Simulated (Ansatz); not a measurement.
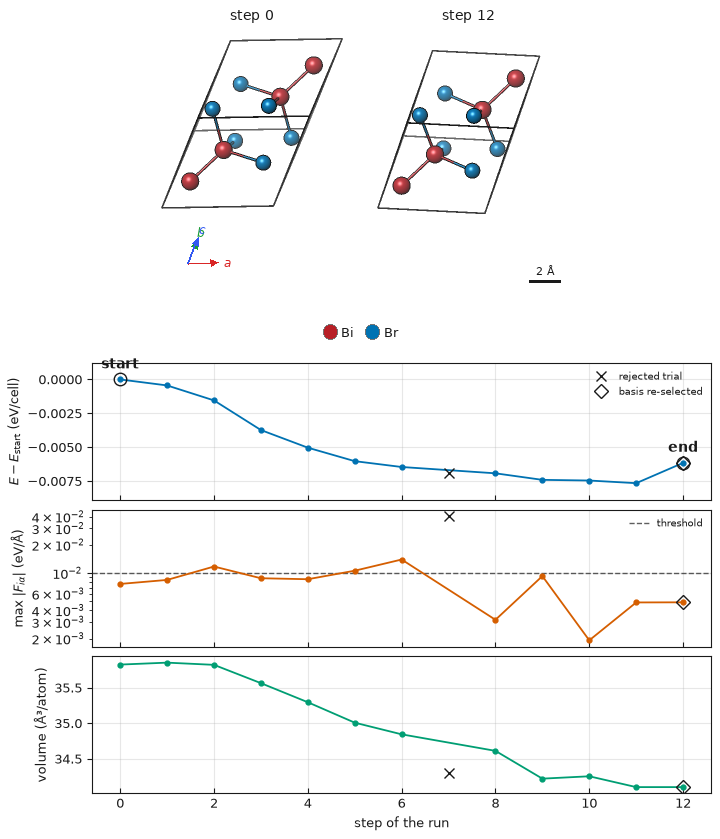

First and last geometry of a relaxation of crystalline Bi2Br3 (built on the corundum_167 type), with the history of the run. Style: ball-and-stick. Shown: the cell of the calculation, from a free direction.

Case: corundum type (R-3c, No. 167).

All numbers below come from DFT PBE, scalar-relativistic, plane waves, PAW (Ansatz).

The input:
```yaml
crystal:
  lattice:
    - [4.3312341871, 2.5006392239, 5.5130215595]
    - [-4.3312341871, 2.5006392239, 5.5130215595]
    - [0.0, -5.0012784477, 5.5130215595]
  atoms:
    - { symbol: Bi, position: [0.8429082681, 0.8429082681, 0.8429082681] }
    - { symbol: Bi, position: [0.6570917319, 0.6570917319, 0.6570917319] }
    - { symbol: Bi, position: [0.1570917319, 0.1570917319, 0.1570917319] }
    - { symbol: Bi, position: [0.3429082681, 0.3429082681, 0.3429082681] }
    - { symbol: Br, position: [0.0927122282, 0.4072877718, 0.75] }
    - { symbol: Br, position: [0.75, 0.0927122282, 0.4072877718] }
    - { symbol: Br, position: [0.4072877718, 0.75, 0.0927122282] }
    - { symbol: Br, position: [0.9072877718, 0.5927122282, 0.25] }
    - { symbol: Br, position: [0.25, 0.9072877718, 0.5927122282] }
    - { symbol: Br, position: [0.5927122282, 0.25, 0.9072877718] }
basis:
  ecutwfc: 420
kpoints:
  mp_grid: { grid: [6, 6, 6] }
hamiltonian:
  xc: pbe
scf:
  occupations: { method: gaussian, width: 0.1 }
output:
  forces: true
  stress: true
  eigenvalues: true
relax:
  adjacent_minimum: "off"
  f_tol: 0.01
  max_steps: 80
  cell: { stress_tol: 0.05 }
```

Run as
```bash
ansatz run input.yaml --threads 1 --pin off --max-ram 2560MiB --backend cpu --events-out ev --progress --plain --runs-dir out
```

**Read the history and describe the run.**

It converged. Over 10 accepted moves (12 points after the start) the energy falls by 6.2 meV per cell of the calculation. The largest force component goes from 0.0077 to 0.0049 eV/Å. The pressure goes from 0.04 to 0.00 GPa. The line search rejected the trial step at point 7 of the run. The SCF was repeated once at an unchanged geometry on a basis and grid sized afresh for the cell, which shifted the energy by 1.5 meV per cell of the calculation at most. The largest moves relative to the cell, 0.15 Å, are those of Bi1, Bi2, Bi3 and Bi4. Bi1 goes along [1 1 1]. Largest moves by element: Bi 0.15 Å, Br 0.01 Å. The drawn cell changes as follows: a = b = c 7.444 → 7.141 Å (−4.1 %), α 71.2° → 77.3°, β 71.2° → 77.3°, γ 71.2° → 77.3°; the volume changes by −4.8 %. Some distances before and after: Bi1–Br5 3.343 → 3.411 Å, Bi1–Br10 3.098 → 3.086 Å, Bi1–Bi2 3.073 → 3.063 Å. Among the angles between lasting bonds that change: Br8–Bi2–Br9 105.5° → 111.1°, Bi1–Bi2–Br8 113.2° → 107.7°, Bi1–Br8–Bi2 127.8° → 125.4°. The space group stays R-3c (No. 167).
